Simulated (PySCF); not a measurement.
AlBN (doublet)

The calculation's input:

```
import pyscf.grad
from pyscf import gto, dft

molecule = gto.M(
    atom='geometry.xyz',
    spin=1,
    basis='def2-tzvpd',
    verbose=3,
    max_memory=3720,
)

myscf = dft.UKS(molecule)
myscf.xc = 'pbe0'
myscf = myscf.density_fit(auxbasis='def2-universal-jkfit')
myscf.max_cycle = 100
myscf.grids.level = 3
myscf.conv_tol = 1e-09
myscf.kernel()
if not myscf.converged:
    myscf = myscf.newton().run(myscf.mo_coeff, myscf.mo_occ)
for _ in range(3):
    mo, _, stable, _ = myscf.stability(return_status=True)
    if stable:
        break
    myscf.kernel(myscf.make_rdm1(mo, myscf.mo_occ))

energy = myscf.e_tot
print('Final energy', energy)
grad = myscf.Gradients().kernel()
myscf.analyze()
```

Command:

```sh
OMP_NUM_THREADS=2 python job.py
```

Geometry: PBE0-D4/def2-SVP.

The calculation used Gaussian-basis quantum chemistry of an isolated molecule with PySCF, energy and nuclear gradient, functional PBE0 in PySCF 2.14.0.

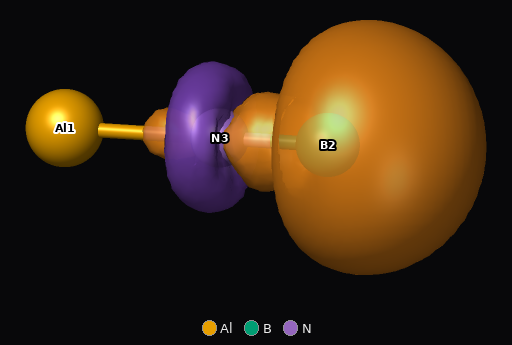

Figure 1. Isosurfaces of the spin density at +0.02 (orange) and −0.02 e/Å³ (purple), seen from one side.

Question: Which atoms carry the spin?

Answer: The unpaired spin (1 electron) lies mostly on B2 (about 1.0), in electrons by Hirshfeld's partition.

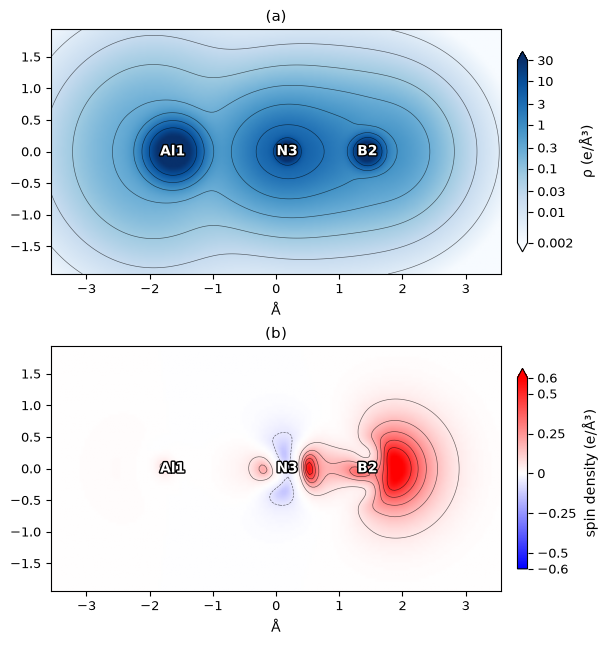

Figure 2. (a) total electron density; (b) spin density on a plane that holds the molecular axis.

Question: What does the map show?

Answer: The section cuts through Al, B and N sites. B–N (1.27 Å): ρ at the midpoint is about 2.4 e/Å³. Al–N (1.81 Å): ρ is about 0.78 e/Å³ halfway.

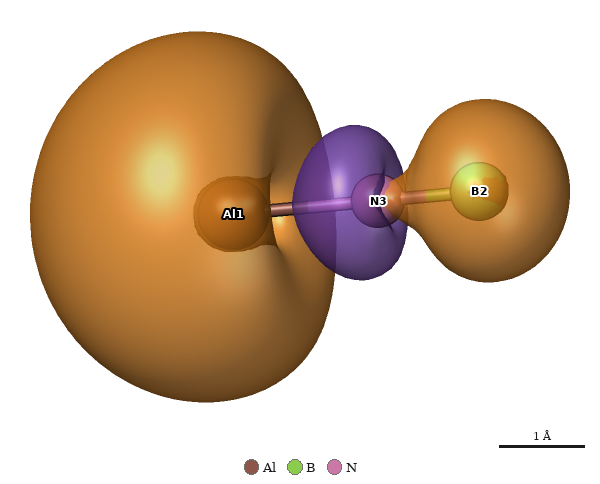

Figure 3. The HOMO (β) at ±0.06 Å⁻³ᐟ² (orange and purple are the two phases), seen from one side.

Question: Describe this orbital and give its energy.

Answer: It lies mainly on Al1 (about 85 %) and N3 (about 10 %); it is of σ type. Its energy is −6.56 eV.
